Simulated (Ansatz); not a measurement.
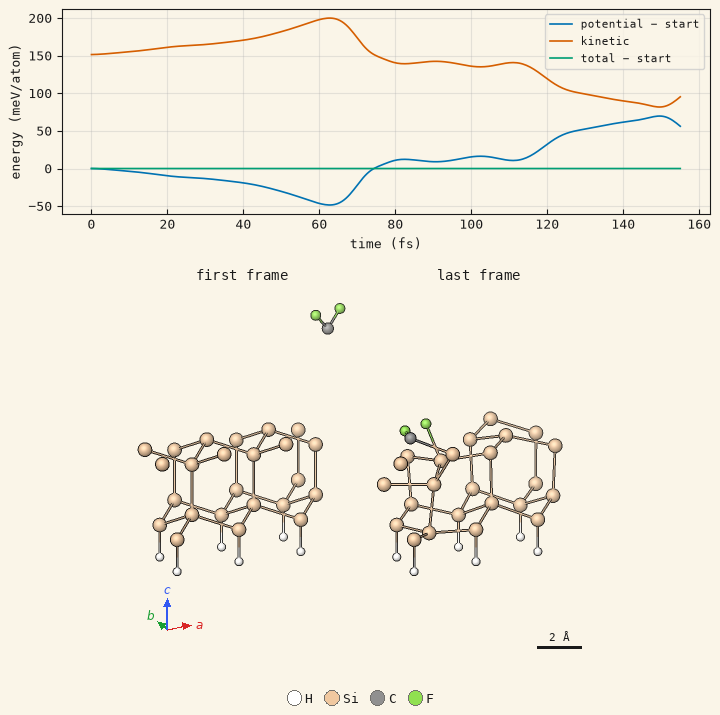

First-principles dynamics of CF2 on Si(111), underside capped with H (33 atoms in the cell), 155 fs long. A ball-and-stick model of the simulation cell, with the vacuum cut short, seen slightly off an axis. Bonds to atoms that aren't drawn are left out.

Level of theory: DFT PBE-D3(BJ), scalar-relativistic, plane waves, PAW in Ansatz. Settings: plane-wave cutoff 420 eV; k-point mesh 1 × 2 × 1; Fermi-Dirac smearing 0.05 eV; low-accuracy preset; 12 atoms held fixed; constant energy (NVE); time step 0.5 fs; at the start 3 atoms move with typed velocities and the others are at rest.

Question: Is this trajectory numerically sound?

Answer: The total energy stays between −0.03 and 0.0087 meV per atom of its start. A straight-line fit has a slope that amounts to −0.0057 meV per atom over 155 fs (under 0.1 % of the mean kinetic energy), its mean offset in the second half is under 0.1 %, and the ripple about the line is under 0.1 % of the kinetic energy's fluctuation. With a drift under 2 % and a ripple under 7 %, the integration is accurate. Over the second half the temperature averages 1438 K (spread ±279 K). The potential energy is still drifting at the end, so the run hasn't reached equilibrium. The potential energy in the second half lies on average 33.2 meV per atom above the first frame.

Limits of the set-up: the program's low-accuracy preset was used; the periodic images lie only 7.7 Å apart, so the values are limited by the cell's size.

The run took 63 min on 2 threads of Arm Neoverse N1, on a shared host, peak memory 2 GiB.

PAW datasets: the set soft_1.
